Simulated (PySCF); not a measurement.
**GaH2: a ladder of methods**

How much do the numbers for GaH2 (doublet) hang on the method? All levels run at one geometry, the PBE0 minimum.

Computed with PySCF 2.14.0. Level: several methods, basis Ga def2-TZVP, H def2-TZVP, no relativity, density fitting.

**1. The starting structure**

3 atoms, charge 0, spin multiplicity 2.

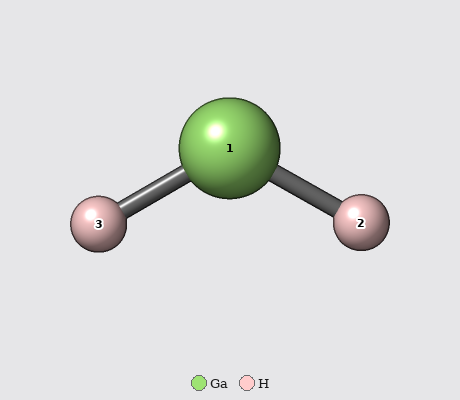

Start geometry, drawn with gallium green, hydrogen pink; atoms are numbered from 1 in the order of the file.

```xyz
3
charge 0 multiplicity 2
Ga    0.0160    0.0158    0.0000
H    -0.5463   -0.5408    1.3832
H    -0.5463   -0.5408   -1.3832
```

**2. CCSD(T)**

One driver script runs all steps and calls PySCF; scf.py shows the equivalent input of each level. Each SCF starts from the density of the minimum. The driver also runs the species with one electron less or more at the same geometry (one less: multiplicity 1, one more: multiplicity 1); their logs are not shown.

scf.py

```python
from pyscf import gto, scf, dft
mol = gto.M(atom='''
Ga     0.015976     0.015814    -0.000000
H     -0.546303    -0.540776     1.383171
H     -0.546303    -0.540776    -1.383171''',
    basis={'Ga': 'def2-TZVP', 'H': 'def2-TZVP'},
    charge=0, spin=1)
mf = scf.UHF(mol)
aux = {'Ga': 'def2-universal-JKFIT', 'H': 'def2-universal-JKFIT'}
mf = mf.density_fit(auxbasis=aux)
mf.conv_tol = 1e-08
mf.diis_space = 10
mf.max_cycle = 60
mf.verbose = 4
mf.kernel()
from pyscf import cc
mycc = cc.CCSD(mf, frozen=9).run()
mycc.ccsd_t()
```

Launch:

```console
$ OMP_NUM_THREADS=4 python axn.py task.json out
```

**3. HF**

scf.py: that of step 2 with these lines changed.

```diff
@@ -16,3 +15,0 @@
-from pyscf import cc
-mycc = cc.CCSD(mf, frozen=9).run()
-mycc.ccsd_t()
```

**4. PBE0**

scf.py: that of step 3 with these lines changed.

```diff
@@ -8 +8,2 @@
-mf = scf.UHF(mol)
+mf = dft.UKS(mol, xc='PBE0')
+mf.grids.atom_grid = (75, 302)
```

**5. PBE**

scf.py: that of step 4 with these lines changed.

```diff
@@ -8 +8 @@
-mf = dft.UKS(mol, xc='PBE0')
+mf = dft.UKS(mol, xc='PBE')
```

**6. B3LYP**

scf.py: that of step 5 with these lines changed.

```diff
@@ -8 +8 @@
-mf = dft.UKS(mol, xc='PBE')
+mf = dft.UKS(mol, xc='B3LYP')
```

**7. r2SCAN**

scf.py: that of step 6 with these lines changed.

```diff
@@ -8,2 +8,2 @@
-mf = dft.UKS(mol, xc='B3LYP')
-mf.grids.atom_grid = (75, 302)
+mf = dft.UKS(mol, xc='R2SCAN')
+mf.grids.atom_grid = (90, 434)
```

**8. wB97X**

scf.py: that of step 7 with these lines changed.

```diff
@@ -8,2 +8,2 @@
-mf = dft.UKS(mol, xc='R2SCAN')
-mf.grids.atom_grid = (90, 434)
+mf = dft.UKS(mol, xc='WB97X')
+mf.grids.atom_grid = (75, 302)
```

(Steps that only read results are left out.)

Before running it: what results should come out? Wanted: atomisation energy, CCSD(T) in this basis; vertical ionisation energy, CCSD(T); vertical electron affinity, CCSD(T); orbital gap, range; T1, D1; T1, D1 of the cation; T1, D1 of the anion.

**Answer**, as computed:

| quantity | value |
| --- | --- |
| atomisation energy, CCSD(T) in this basis | 457 kJ/mol |
| vertical ionisation energy, CCSD(T) | 7.86 eV |
| vertical electron affinity, CCSD(T) | 0.42 eV |
| orbital gap, range | 1.30 (PBE) to 8.73 (HF) eV |
| T1, D1 | 0.015, 0.046 |
| T1, D1 of the cation | 0.015, 0.044 |
| T1, D1 of the anion | 0.015, 0.039 |

**Reading.** In atomisation energy the functionals lie from -1 kJ/mol (PBE) to +26 kJ/mol (r2SCAN) against CCSD(T). In a basis of this size CCSD(T) binds too weakly, often by tens of kJ/mol, while functionals are nearer their limits, so this ranks no functional. HF lacks the correlation that pairing electrons in bonds brings, so it binds too weakly, by 97 kJ/mol even against this CCSD(T). Against CCSD(T), the vertical ionisation energy is best met by wB97X (+0.06 eV) and worst by r2SCAN (+0.29 eV). CCSD(T) took 14 s, about 11 times as long as wB97X (1.3 s), which misses it by 0.06 eV. For the vertical electron affinity, PBE0 comes nearest to CCSD(T) (-0.01 eV) and HF is farthest (-0.96 eV). The PBE orbital energy is a poor guide to ionisation (4.6 eV, 3.3 eV too small); the difference of PBE energies gives 8.0 eV. Without diffuse functions electron affinities tend to come out too low.
